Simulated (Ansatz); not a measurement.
```yaml
atoms:
  - { symbol: F, position_ang: [-1.9113, 0.4710, 0.5730] }
  - { symbol: Ge, position_ang: [-0.3046, -0.0634, 1.0417] }
  - { symbol: S, position_ang: [0.5325, -0.0266, -1.0301] }
  - { symbol: H, position_ang: [1.7390, -0.4413, -0.6049] }
```

Level of theory: RKS PBE0-D4/def2-TZVP (Ansatz 0.2.0).

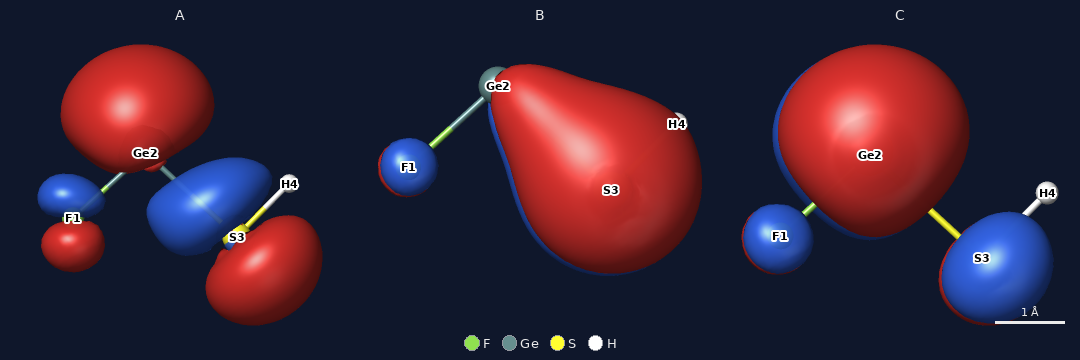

FGeHS (SMILES [F][Ge][SH]). Three frontier orbitals at ±0.1 Å⁻³ᐟ² (blue and red are the two phases), in no order.

Question: Which picture is the HOMO−1, the HOMO and the LUMO?

Answer: B is the HOMO−1 (−8.12 eV). By Hirshfeld shares it lies mainly on S3 (about 80 %) and Ge2 (about 15 %); it changes sign across the molecular plane (π type). A is the HOMO (−7.62 eV). By Hirshfeld shares it lies mainly on Ge2 (about 50 %), S3 (about 40 %) and F1 (about 10 %); it is symmetric in the molecular plane (an in-plane orbital: σ, lone-pair or in-plane π type). C is the LUMO (−2.44 eV). By Hirshfeld shares it lies mainly on Ge2 (about 80 %) and S3 (about 15 %); it changes sign across the molecular plane (π type).

Question: What is the HOMO–LUMO gap?

Answer: 5.18 eV between the orbital energies.
